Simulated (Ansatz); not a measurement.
CH5ClInSi (SMILES C[SiH2][In][Cl]) (doublet)

```yaml
atoms:
  - { symbol: C, position_ang: [-0.0692, -0.6166, -0.0930] }
  - { symbol: Cl, position_ang: [-2.4415, 2.1469, 1.3674] }
  - { symbol: In, position_ang: [-0.0993, 2.6982, 1.6095] }
  - { symbol: Si, position_ang: [1.0894, 0.8600, 0.0199] }
  - { symbol: H, position_ang: [-0.1021, -1.1567, 0.8648] }
  - { symbol: H, position_ang: [-1.0890, -0.2730, -0.3217] }
  - { symbol: H, position_ang: [0.2611, -1.3163, -0.8770] }
  - { symbol: H, position_ang: [2.4401, 0.4980, 0.5520] }
  - { symbol: H, position_ang: [1.2674, 1.5383, -1.3039] }
```

Geometry: PBE0-D3(BJ)/def2-SVP; core potentials replace the inner electrons of In.

The calculation used Ansatz 0.2.0, isolated molecule in a Gaussian basis; Kohn-Sham density functional theory, functional PBE0.

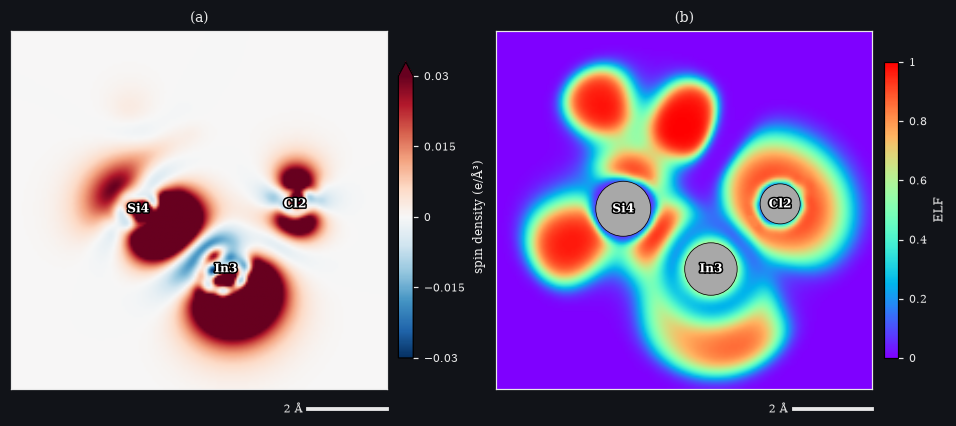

Figure 1. (a) spin density; (b) ELF on the plane of atoms Cl2, In3 and Si4. Grey discs cover the atomic cores in the ELF map.

> Interpret the plot.

Atoms in the plane: Cl, In and Si.
In–Cl (2.42 Å): the ELF peaks at about 0.85 in the valence shell of Cl, 0.9 Å from its nucleus, and drops to about 0.15 between the two atoms.
In–Si (2.71 Å): the ELF peaks at about 0.95 between the atoms, as expected for a shared electron pair.
The ELF also peaks beside Cl2, away from the bonds: non-bonding electrons, paired or unpaired.
The unpaired spin (1 electron) lies mostly on In3 (about 0.6) and Si4 (about 0.3), in electrons by Hirshfeld's partition.

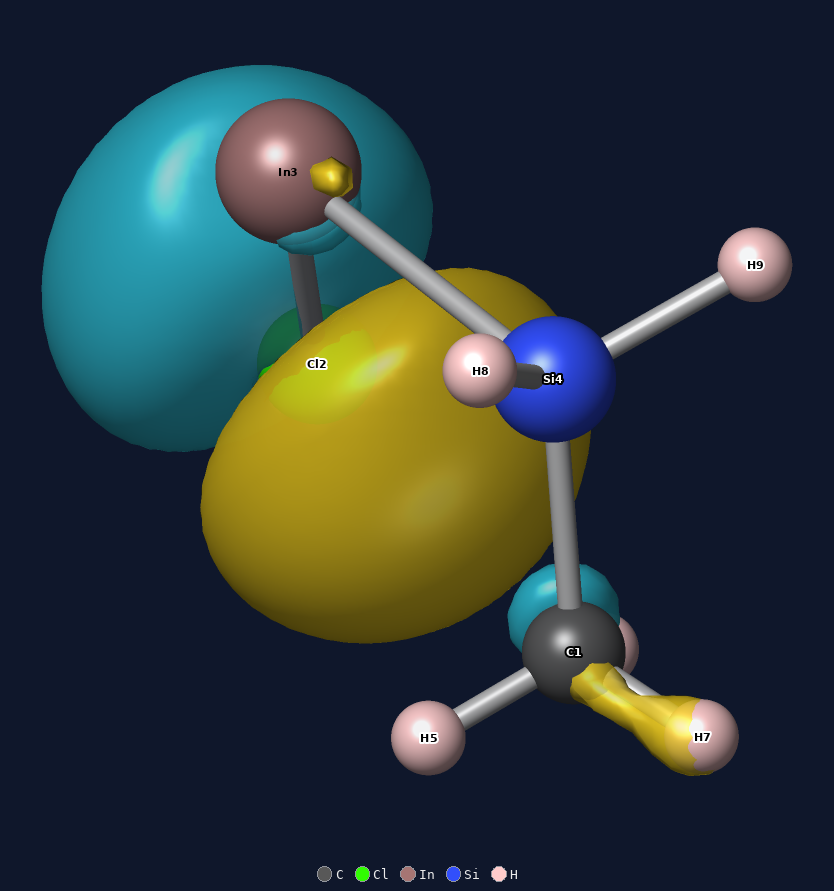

Figure 2. The HOMO−1 (β) at ±0.08 Å⁻³ᐟ² (yellow and cyan are the two phases), seen at an oblique angle.

> What is the character of this orbital?

By Hirshfeld shares it lies mainly on Cl2 (about 85 %) and In3 (about 10 %); largely a lone pair of Cl2. Its energy is −8.26 eV.
